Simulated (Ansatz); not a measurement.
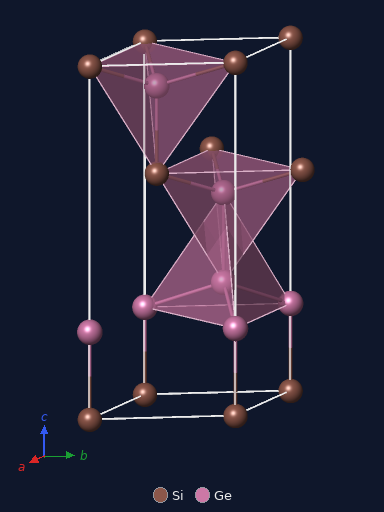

Structure drawing (polyhedral), viewed slightly off an axis. The wireframe shows the conventional unit cell. Some atoms of the next cells are drawn as well.

SiGe$_{2}$, space group P3m1 (No. 156), a = 3.954 Å, b = 3.954 Å, c = 9.658 Å, α = 90.00°, β = 90.00°, γ = 120.00°. Its origin is a structure type filled with these elements by a generator (whether the compound takes this form wasn't checked). Earlier steps of the study, as a rule a relaxation of our own, may have changed the cell and positions, so they can lie some per cent off the listed ones. It went into a calculation with Ansatz.

This one geometry was computed with Ansatz (DFT, plane waves, PAW) at five levels of theory: r2SCAN, PBE, PBE with spin-orbit coupling, HSE06 and PBE0. It was relaxed beforehand with r2SCAN.

Q: Which level gives the highest pressure at this volume, and what does that say about its equilibrium volume?

A: Highest: PBE (2.6 GPa) and PBE with spin-orbit coupling (2.6 GPa), which points to the largest equilibrium volume. Lowest, with the smallest volume: r2SCAN (0.0 GPa), HSE06 (0.3 GPa) and PBE0 (0.1 GPa). Levels within 0.5 GPa of each other can't be told apart.

Q: How does the band gap change with the level of theory?

A: PBE with spin-orbit coupling: a gap of 0.45 eV, indirect; PBE: a gap of 0.56 eV, indirect; r2SCAN: a gap of 0.74 eV, indirect; HSE06: a gap of 1.04 eV, indirect; PBE0: a gap of 1.67 eV, indirect.

Q: Collect the results in a table.

A:
| level | cutoff (eV) | k-mesh of the run's cell | gap (eV) | pressure (GPa) |
| --- | --- | --- | --- | --- |
| r2SCAN | 500 | 12×12×4 | 0.74 | 0.0 |
| PBE | 420 | 12×12×4 | 0.56 | 2.6 |
| PBE with spin-orbit coupling | 420 | 12×12×4 | 0.45 | 2.6 |
| HSE06 | 420 | 6×6×2 | 1.04 | 0.3 |
| PBE0 | 420 | 6×6×2 | 1.67 | 0.1 |

Gaps are taken on the k-mesh or band path of each run.
